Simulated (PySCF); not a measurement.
SMILES OB(O)/C=[CH]/[Al]([OH])[OH] (C2H6AlBO4) at its CAM-B3LYP/def2-SVP optimised geometry (Å):

```
14

B      2.1927     0.7585    -0.0035
O      2.8038     1.9784    -0.0081
O      2.8666    -0.4260     0.0005
C      0.6274     0.7274    -0.0029
C     -0.1044    -0.4032     0.0000
Al    -2.0380    -0.4032     0.0000
O     -2.8735    -1.8761    -0.0006
O     -2.9588     1.0227     0.0000
H      3.7669     1.9695    -0.0085
H      3.8274    -0.3696     0.0002
H      0.1142     1.6999    -0.0052
H      0.4660    -1.3425     0.0022
H     -3.8274    -1.9784     0.0016
H     -2.6554     1.9317    -0.0001
```

Calculation: CAM-B3LYP/def2-TZVP run with PySCF.

Map of the LUMO amplitude (bohr^(-3/2)) on the plane z = 1.5 Å; orbital energy -0.11 eV, overall sign arbitrary:

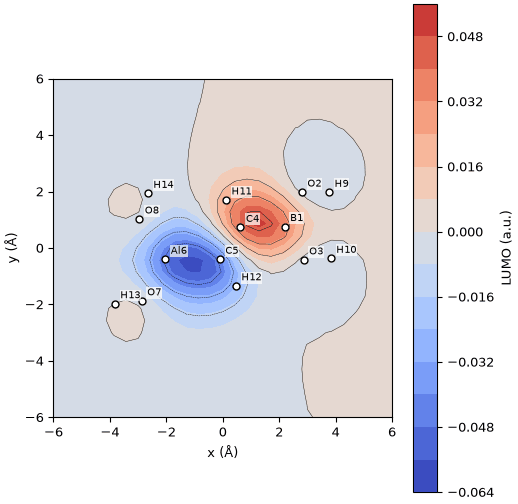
Figure: LUMO amplitude (bohr^(-3/2)) on the plane z = 1.5 Å.
